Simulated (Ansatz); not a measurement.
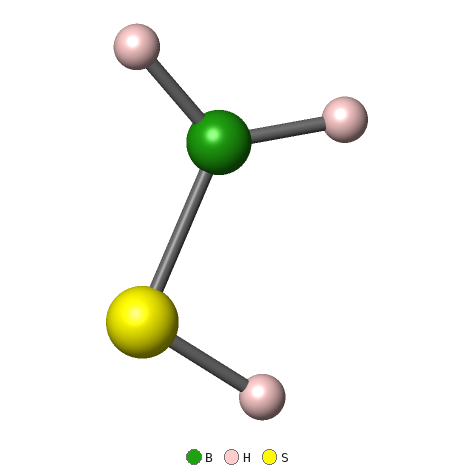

Harmonic vibrations computed with RKS PBE0-D4/def2-TZVP (Ansatz 0.2.0) at a stationary point of the same level.

**Is this a minimum or a saddle point?**

A minimum: no imaginary frequency, and the lowest mode lies at 661 cm⁻¹.

**List the wavenumbers.**

9 modes: 661, 667, 831, 943, 966, 1197, 2612, 2697, 2720 cm⁻¹.
